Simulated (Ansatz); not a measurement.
# NaF (Villiaumite): converging the G0W0 gap, part 2 of 2

Wanted: a G0W0 gap for NaF (Villiaumite) that is converged in bands and cutoff, or an estimate of the limit.

Ansatz 0.2.0; G0W0 on PBE, plane waves, PAW; PAW set soft_1. Known limits of the many-body steps: not at the basis limit; coarse k mesh.

So far. Step 4 (158 empty bands, screening to 200 eV): Against the run with 6×6×6 mesh, 73 empty bands, screening to 120 eV, PAW set soft_1 files, the gap moves by +0.18 eV. Step 5 (Changing the k mesh: 4×4×4 mesh, 73 empty bands …): Against the run with 6×6×6 mesh, 73 empty bands, screening to 120 eV, PAW set soft_1 files, the gap moves by +0.018 eV.

The database entry behind the starting cell differs from later determinations by our own check (0.1 to 0.3 % short, probably kX units), so it need not match the best structure at ambient conditions.

**6. Changing the frequency model: 6×6×6 mesh, 73 empty bands, screening to 120 eV, plasmon pole, PAW set soft_1 files**

A plasmon pole stands in for the full frequency dependence of the screening; this run shows what that costs in accuracy.

Contents of input.yaml:

```yaml
crystal:
  lattice:
    - [0.0, 2.31, 2.31]
    - [2.31, 0.0, 2.31]
    - [2.31, 2.31, 0.0]
  atoms:
    - { symbol: Na, position: [0.0, 0.0, 0.0] }
    - { symbol: F, position: [0.5, 0.5, 0.5] }
kpoints:
  mp_grid: { grid: [6, 6, 6] }
hamiltonian:
  xc: pbe
  pseudopotentials: { kind: paw, azcp: { folder: soft_1 } }
scf:
  occupations: { method: fixed }
gw:
  n_empty_bands: 73
  ecut_chi: 120
  qp_bands: [v2, c2]
  qp_kpoints: band_edges
  screening: { model: godby_needs }
```

On the command line:

```
$ ansatz run input.yaml --threads 24 --pin off --max-ram 82944MiB --backend cuda --events-out ev --progress --plain --runs-dir out --devices 1 --max-vram 78GiB
```

Numbers of over 12 decimals in the logs are rounded to 6 here.

What it wrote:

```text
GPUs: using 1 of 1 available (devices: 1).
[...]
Crystal: 2 atoms, lattice volume = 24.653 Å³
Basis set: ecut = 420 eV, 531 PW (Γ)
Bands: 12, of which v1, the nominal top of the filled ones, is band 8 counted from 1 (7 counted from 0)
Symmetry: 48 space group operations
[...]
k-points: 16 of 216
[...]
4    10     17.3446    -1.8571    -3.2418    -6.5091  0.8962    18.7434    18.7548  root ?
[...]
14     7      0.2499   -30.0376     5.0923   -22.0651  0.8241    -2.6862    -2.6304  root
    14     8      0.5682   -30.7069     5.1647   -22.7528  0.8227    -2.2739    -2.2212  root
    14     9     13.4585    -5.7766    -3.0167   -10.5897  0.8956    15.2637    15.2550  root
    14    10     13.9730    -6.9906    -3.0068   -12.0212  0.8835    16.0023    15.9967  root
[key lines of the parts left out:]
SCF converged after 7 iterations
Free energy (F): -2297.425036 eV
Fermi energy:    0.984376 eV
```

The job ended after 2.9 s (1 × NVIDIA GB200 (shared by 2 runs) with 24 threads of Arm Neoverse V2, shared host; peak memory 1.1 GiB; 12 s of CPU time).

This step gave:

| Item | Value |
| --- | --- |
| bands summed | 81 |
| plasmon-pole fit frequency | 29.91 eV |
| RPA ε∞ on this mesh (eigenvalues) | 1.807, 1.807, 1.807 |
| plane waves in the screening matrix | 65 |
| G0W0 gap on the mesh | 10.48 eV |
| k of the valence top | 0, 0, 0 |
| k of the conduction bottom | 0, 0, 0 |
| starting gap on the mesh | 6.365 eV |
| least direct G0W0 gap on the computed points | 10.48 eV |

Against the run with 6×6×6 mesh, 73 empty bands, screening to 120 eV, PAW set soft_1 files, the gap moves by +0.06 eV.

**7. Changing the files: 6×6×6 mesh, 73 empty bands, screening to 120 eV, hard PAW files**

Other atomic data (hard PAW) test the pseudisation: the cutoff goes from 420 to 1050 eV, with the same valence electrons.

This step: G0W0 on PBE, plane waves, PAW.

input.yaml, the sections that differ from step 6:

```yaml
hamiltonian:
  xc: pbe
  pseudopotentials: { kind: paw, source: ansatz }
gw:
  n_empty_bands: 73
  ecut_chi: 120
  qp_bands: [v2, c2]
  qp_kpoints: band_edges
  screening: { model: contour_deformation }
# crystal, kpoints, scf: as in step 6
```

What it wrote:

```text
GPUs: using 1 of 1 available (devices: 1).
[...]
Crystal: 2 atoms, lattice volume = 24.653 Å³
Basis set: ecut = 1050 eV, 1917 PW (Γ)
Bands: 12, of which v1, the nominal top of the filled ones, is band 8 counted from 1 (7 counted from 0)
Symmetry: 48 space group operations
[...]
k-points: 16 of 216
[...]
11     7     -0.1108   -29.7101     5.1532   -21.7160  0.8037    -3.0561    -2.9517  root ?
[...]
14     7      0.0693   -30.0445     5.1734   -22.0685  0.8037    -2.8323    -2.7333  root
    14     8      0.3873   -30.7105     5.2279   -22.7520  0.8032    -2.4335    -2.3434  root
    14     9     13.2812    -5.7846    -3.1050   -10.5917  0.8782    15.0062    14.9832  root
    14    10     13.7936    -6.9842    -3.1256   -12.0082  0.8685    15.7250    15.6920  root
[key lines of the parts left out:]
SCF converged after 7 iterations
Free energy (F): -2297.447689 eV
Fermi energy:    0.804015 eV
```

It took 3.1 s on 1 × NVIDIA GB200 (shared by 2 runs) with 24 threads; peak memory 1.2 GiB.

This step gave:

- bands summed: 81
- RPA ε∞ on this mesh (eigenvalues): 1.814, 1.814, 1.814
- plane waves in the screening matrix: 65
- G0W0 gap on the mesh: 10.39 eV
- k of the valence top: 0, 0, 0
- k of the conduction bottom: 0, 0, 0
- starting gap on the mesh: 6.361 eV
- least direct G0W0 gap on the computed points: 10.39 eV

Against the run with 6×6×6 mesh, 73 empty bands, screening to 120 eV, PAW set soft_1 files, the gap moves by −0.03 eV.

**8. The runs together**

Times are wall times on 1 × NVIDIA GB200 (shared by 2 runs) with 24 threads of Arm Neoverse V2, shared host, good to a factor of about two.

| mesh | files | frequency | bands summed | cutoff (eV) | start (eV) | G0W0 (eV) | time | host memory (GiB) |
| --- | --- | --- | --- | --- | --- | --- | --- | --- |
| 6×6×6 | PAW set soft_1 | contour deformation | 34 | 60 | 6.365 | 10.528 | 2.5 s | 1.0 |
| 6×6×6 | PAW set soft_1 | contour deformation | 81 | 120 | 6.365 | 10.422 | 2.4 s | 1.0 |
| 6×6×6 | PAW set soft_1 | contour deformation | 166 | 200 | 6.365 | 10.602 | 3.2 s | 1.1 |
| 4×4×4 | PAW set soft_1 | contour deformation | 81 | 120 | 6.364 | 10.440 | 1.4 s | 1.0 |
| 6×6×6 | PAW set soft_1 | plasmon pole | 81 | 120 | 6.365 | 10.484 | 2.9 s | 1.1 |
| 6×6×6 | hard PAW | contour deformation | 81 | 120 | 6.361 | 10.390 | 3.1 s | 1.2 |

How the two edges are built up, in eV (the quasiparticle level is the starting level plus Σx plus Σc less Vxc):

| run | edge | start | Σx | Σc | Vxc | Z | QP |
| --- | --- | --- | --- | --- | --- | --- | --- |
| 34 bands | valence top | 0.98 | -31.48 | 5.19 | -23.63 | 0.81 | -1.68 |
| 34 bands | conduction bottom | 7.35 | -5.98 | -2.77 | -10.25 | 0.90 | 8.85 |
| 81 bands | valence top | 0.98 | -31.48 | 5.24 | -23.63 | 0.80 | -1.62 |
| 81 bands | conduction bottom | 7.35 | -5.98 | -2.82 | -10.25 | 0.90 | 8.80 |
| 166 bands | valence top | 0.98 | -31.48 | 5.08 | -23.63 | 0.80 | -1.79 |
| 166 bands | conduction bottom | 7.35 | -5.98 | -2.81 | -10.25 | 0.90 | 8.81 |

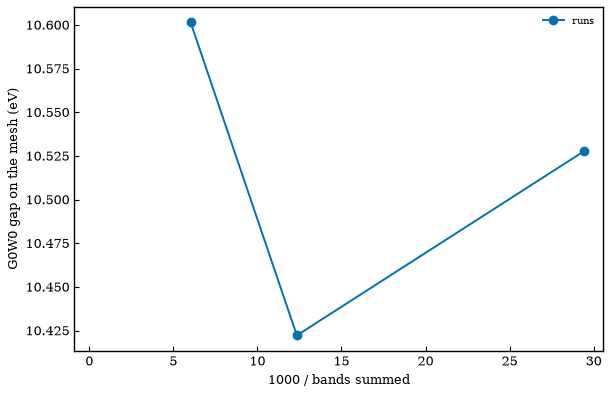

The gap against one over the number of bands.

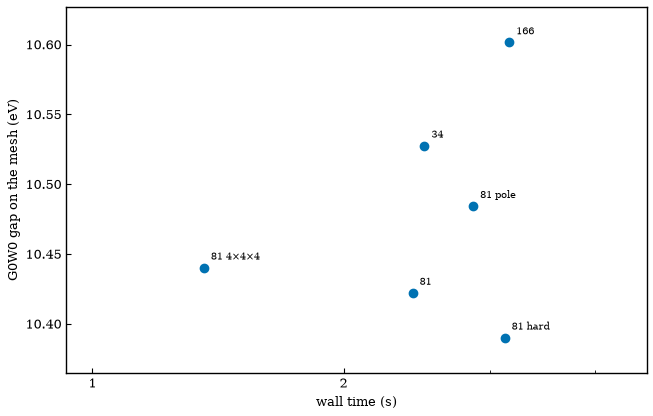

Result against wall time.

**9. Summary of results**

| Item | Value |
| --- | --- |
| 34 bands, 60 eV | 10.528 eV |
| 81 bands, 120 eV | 10.422 eV |
| 166 bands, 200 eV | 10.602 eV |
| mesh and start | 6×6×6, PBE |

From 34 to 166 bands the gap moves by +0.07 eV. Σc changes by −0.11 eV at the valence top and −0.04 eV at the conduction bottom, so the valence edge carries most of the change. The gap turns back along the series, so no limit is drawn from it. On the 4×4×4 mesh in place of 6×6×6 the gap differs by +0.02 eV, of which −0.001 eV is already in the start. The plasmon-pole model gives +0.06 eV against contour deformation, 2 % of the correction, and saved no time in this program. Hard PAW files move the gap by −0.03 eV at equal bands and cutoff, −0.004 eV of it in the start.

[Paths, hosts, dates, memory and timing lines, banners, echoed tables and standing remarks are left out of the program output.]

[Logs are printed without paths, hosts, clocks, repeated set-up lines and the standing remarks that a program may print on its own settings, such as how far it seeks lower states.]

[Runs of the session that timed out or met a known fault of the program may be left out.]

[Cells called generated may have been cut or substituted from an entry of the Crystallography Open Database or the Materials Project.]

[No measured gap is set beside runs whose start may be inverted or whose files or cutoffs have a known fault.]

[Hosts, paths, dates, database ids (printed as entryN), source tags and the programs' standing remarks are cut or masked in the printed files.]
